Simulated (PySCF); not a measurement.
**C2H6FGeN (SMILES C[N](C)[Ge][F]): levels of theory compared**

We compute a comparison of 3 runs (B3LYP/6-31G*, PBE0/def2-SVP, PBE/aug-cc-pVDZ) of C2H6FGeN. 

The calculation is run with PySCF 2.14.0.

## Step 1: The system as given

C2H6FGeN: 11 atoms, total charge 0, spin state singlet. SMILES: `C[N](C)[Ge][F]`. The shape is that of a PBE0-D4/def2-TZVP optimisation. This is one conformer, not always the lowest.

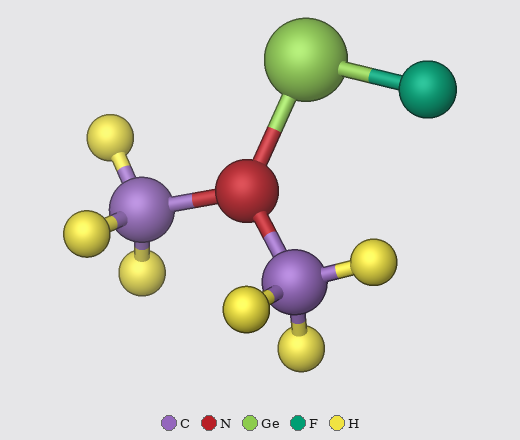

Viewed from a chosen angle; carbon purple, nitrogen red, germanium green, fluorine teal, hydrogen yellow.

## Step 2: Energy and forces at B3LYP/6-31G(d) (spherical functions) (run 1)

input.py

```python
from pyscf import gto, dft

mol = gto.Mole()
mol.atom = [
    ('C', (-0.930600, 0.657900, -0.224300)),
    ('N', (0.338100, 0.056700, 0.103800)),
    ('C', (0.352400, -1.381600, 0.004600)),
    ('Ge', (1.856400, 0.926200, 0.609700)),
    ('F', (1.189100, 2.566900, 0.531500)),
    ('H', (-1.224300, 0.414900, -1.253800)),
    ('H', (-0.868000, 1.740600, -0.124900)),
    ('H', (-1.722100, 0.288000, 0.440300)),
    ('H', (0.115400, -1.715300, -1.013800)),
    ('H', (1.340200, -1.774000, 0.265400)),
    ('H', (-0.380900, -1.837100, 0.682300)),
]
mol.basis = '6-31g*'
mol.max_memory = 1860
mol.verbose = 4
mol.build()

myscf = dft.RKS(mol)
myscf.xc = 'b3lyp'
myscf.grids.level = 5
myscf.conv_tol = 1e-10
myscf.kernel()
if not myscf.converged:
    myscf = myscf.newton().run(myscf.mo_coeff, myscf.mo_occ)

energy = myscf.e_tot
print('E(%s) = %.9f' % ('B3LYP', energy))
grad = myscf.nuc_grad_method().kernel()
dip = myscf.dip_moment()
pop, q = myscf.mulliken_pop()
```

Run with:

```console
$ OMP_NUM_THREADS=1 python input.py
```

What it wrote:

```text
PySCF version 2.14.0

[... 81 lines left out ...]
converged SCF energy = -2311.22342722554
[... 13 lines left out ...]
Dipole moment(X, Y, Z, Debye): -0.90115, -2.36271, -0.43238
[... 73 lines left out ...]
pop of  3 Ge 5dxz         0.06518
pop of  3 Ge 5dx2-y2      0.07341
pop of  4 F 1s            1.99722
pop of  4 F 2s            0.92878
pop of  4 F 3s            1.03638
pop of  4 F 2px           1.12903
pop of  4 F 2py           1.04166
pop of  4 F 2pz           1.11947
pop of  4 F 3px           0.73818
pop of  4 F 3py           0.66559
pop of  4 F 3pz           0.75335
pop of  4 F 3dxy          0.00273
pop of  4 F 3dyz          0.00183
pop of  4 F 3dz^2         0.00122
pop of  4 F 3dxz          0.00026
pop of  4 F 3dx2-y2       0.00283
pop of  5 H 1s            0.52953
pop of  5 H 2s            0.32555
pop of  6 H 1s            0.52517
pop of  6 H 2s            0.28962
pop of  7 H 1s            0.52957
pop of  7 H 2s            0.32560
pop of  8 H 1s            0.52935
pop of  8 H 2s            0.32009
pop of  9 H 1s            0.53028
pop of  9 H 2s            0.31070
pop of  10 H 1s           0.52938
pop of  10 H 2s           0.32004
 ** Mulliken atomic charges  **
charge of    0C =     -0.31170
charge of    1N =     -0.36037
charge of    2C =     -0.30207
charge of    3Ge =      0.45755
charge of    4F =     -0.41852
charge of    5H =      0.14491
charge of    6H =      0.18521
charge of    7H =      0.14483
charge of    8H =      0.15056
charge of    9H =      0.15902
charge of   10H =      0.15057
```

It took 60 s on 1 thread of Arm Neoverse V1, shared host; peak memory 0.99 GiB.

## Step 3: Energy and gradient at PBE0/def2-SVP (run 2)

input.py

```python
from pyscf import gto, dft

mol = gto.M(
    atom='''
C       -0.930600       0.657900      -0.224300
N        0.338100       0.056700       0.103800
C        0.352400      -1.381600       0.004600
Ge       1.856400       0.926200       0.609700
F        1.189100       2.566900       0.531500
H       -1.224300       0.414900      -1.253800
H       -0.868000       1.740600      -0.124900
H       -1.722100       0.288000       0.440300
H        0.115400      -1.715300      -1.013800
H        1.340200      -1.774000       0.265400
H       -0.380900      -1.837100       0.682300
''',
    spin=0,
    verbose=4,
    basis='def2-svp',
    max_memory=1860,
)

calc0 = dft.RKS(mol, xc='pbe0')
calc0.grids.level = 5
calc0.conv_tol = 1e-10
calc0.kernel()
if not calc0.converged:
    calc0 = calc0.newton().run(calc0.mo_coeff, calc0.mo_occ)

etot = calc0.e_tot
print('Final energy', etot)
grad = calc0.nuc_grad_method().kernel()
calc0.analyze()
```

Run with:

```console
$ OMP_NUM_THREADS=1 python input.py
```

What it wrote:

```text
PySCF version 2.14.0

[... 97 lines left out ...]
One-electron Energy =                -3944.043089499633425
[... 12 lines left out ...]
MO #8   energy= -10.2678759400426  occ= 2
[... 10 lines left out ...]
MO #19  energy= -1.11598762961347  occ= 2
[... 10 lines left out ...]
MO #30  energy= -0.3789343267314   occ= 2
[... 10 lines left out ...]
MO #41  energy= 0.165851900958554  occ= 0
[... 10 lines left out ...]
MO #52  energy= 0.450545230273512  occ= 0
[... 10 lines left out ...]
MO #63  energy= 0.704722460278014  occ= 0
[... 10 lines left out ...]
MO #74  energy= 1.31371545094762   occ= 0
[... 10 lines left out ...]
MO #85  energy= 1.8049986027504    occ= 0
[... 10 lines left out ...]
MO #96  energy= 2.29659645027821   occ= 0
[... 10 lines left out ...]
MO #107 energy= 2.75567322850014   occ= 0
[... 10 lines left out ...]
MO #118 energy= 3.45857355961937   occ= 0
[... 93 lines left out ...]
pop of  5 H 2py           0.00013
pop of  5 H 2pz           0.00103
pop of  6 H 1s            0.86692
pop of  6 H 2s            0.01200
pop of  6 H 2px           0.00025
pop of  6 H 2py           0.00130
pop of  6 H 2pz           0.00011
pop of  7 H 1s            0.89771
pop of  7 H 2s            0.00733
pop of  7 H 2px           0.00069
pop of  7 H 2py           0.00019
pop of  7 H 2pz           0.00045
pop of  8 H 1s            0.89574
pop of  8 H 2s            0.00759
pop of  8 H 2px           0.00011
pop of  8 H 2py           0.00021
pop of  8 H 2pz           0.00100
pop of  9 H 1s            0.88931
pop of  9 H 2s            0.00756
pop of  9 H 2px           0.00088
pop of  9 H 2py           0.00037
pop of  9 H 2pz           0.00013
pop of  10 H 1s           0.89571
pop of  10 H 2s           0.00759
pop of  10 H 2px          0.00056
pop of  10 H 2py          0.00030
pop of  10 H 2pz          0.00047
 ** Mulliken atomic charges  **
charge of    0C =     -0.19952
charge of    1N =     -0.31819
charge of    2C =     -0.19090
charge of    3Ge =      0.58686
charge of    4F =     -0.47738
charge of    5H =      0.09361
charge of    6H =      0.11942
charge of    7H =      0.09362
charge of    8H =      0.09535
charge of    9H =      0.10176
charge of   10H =      0.09538
Dipole moment(X, Y, Z, Debye): -0.82550, -2.46303, -0.41747
```

Wall time 66 s (1 thread of Arm Neoverse V1, shared host); peak memory 1.2 GiB.

## Step 4: Energy and forces at PBE/aug-cc-pVDZ (run 3)

start.xyz

```xyz
11
C2H6FGeN
C     -0.930600     0.657900    -0.224300
N      0.338100     0.056700     0.103800
C      0.352400    -1.381600     0.004600
Ge     1.856400     0.926200     0.609700
F      1.189100     2.566900     0.531500
H     -1.224300     0.414900    -1.253800
H     -0.868000     1.740600    -0.124900
H     -1.722100     0.288000     0.440300
H      0.115400    -1.715300    -1.013800
H      1.340200    -1.774000     0.265400
H     -0.380900    -1.837100     0.682300
```

job.py

```python
# C[N](C)[Ge][F]
import pyscf.grad
from pyscf import gto, dft

mol = gto.M(
    atom='start.xyz',
    max_memory=1860,
    spin=0,
    verbose=3,
    basis='aug-cc-pvdz',
)

calc0 = dft.RKS(mol, xc='pbe')
calc0.grids.level = 5
calc0.conv_tol = 1e-10
calc0.kernel()
if not calc0.converged:
    calc0 = calc0.newton().run(calc0.mo_coeff, calc0.mo_occ)

e_final = calc0.e_tot
print('Final energy', e_final)
grad = calc0.Gradients().kernel()
calc0.analyze()
```

Run with:

```console
$ OMP_NUM_THREADS=1 python job.py
```

What it wrote:

```text
converged SCF energy = -2310.8813846459
[... 15 lines left out ...]
MO #6   energy= -24.2389341786431  occ= 2
[... 15 lines left out ...]
MO #22  energy= -0.576879379789656 occ= 2
[... 15 lines left out ...]
MO #38  energy= 0.0143326239630794 occ= 0
[... 15 lines left out ...]
MO #54  energy= 0.126070920988     occ= 0
[... 15 lines left out ...]
MO #70  energy= 0.273107012930327  occ= 0
[... 15 lines left out ...]
MO #86  energy= 0.445846938440333  occ= 0
[... 15 lines left out ...]
MO #102 energy= 0.594495609150857  occ= 0
[... 15 lines left out ...]
MO #118 energy= 0.910052889310352  occ= 0
[... 15 lines left out ...]
MO #134 energy= 1.37130678082425   occ= 0
[... 15 lines left out ...]
MO #150 energy= 1.82795191663217   occ= 0
[... 15 lines left out ...]
MO #166 energy= 2.44894062902529   occ= 0
[... 15 lines left out ...]
MO #182 energy= 4.58302515778834   occ= 0
[... 12 lines left out ...]
Dipole moment(X, Y, Z, Debye): -0.88799, -2.56026, -0.44285
```

It took 3.3 min on 1 thread of Arm Neoverse V1, shared host; peak memory 2.5 GiB.

## Step 5: Overview of the runs

```
run                               level   energy (Eh)  dipole moment (D)  HOMO energy (eV)  LUMO energy (eV)  wall time
  1  B3LYP/6-31G* (spherical functions)  -2311.223427               2.57             -6.58             -1.47       60 s
  2                       PBE0/def2-SVP  -2310.509984               2.63             -6.92             -1.31       66 s
  3                     PBE/aug-cc-pVDZ  -2310.881385               2.75             -5.82             -2.27    3.3 min
```

## Step 6: What came out

| quantity | value |
| --- | --- |
| run 3: total energy | -2310.88138 Eh |
| run 3: dipole moment | 2.75 D |
| run 3: HOMO energy | -5.82 eV |
| run 3: LUMO energy | -2.27 eV |
| run 3: HOMO–LUMO gap | 3.55 eV |
| run 3: largest force on an atom | 1.375 eV/Å |

**Reading.** The dipole moment (its size) runs from 2.57 D (B3LYP/6-31G*) to 2.75 D (PBE/aug-cc-pVDZ). The two ends differ in method and basis. The HOMO–LUMO gap runs from 3.55 eV (PBE/aug-cc-pVDZ) to 5.61 eV (PBE0/def2-SVP). Totals of different functionals can't be ranked against each other. All runs together took 5.4 min, the longest 3.3 min.
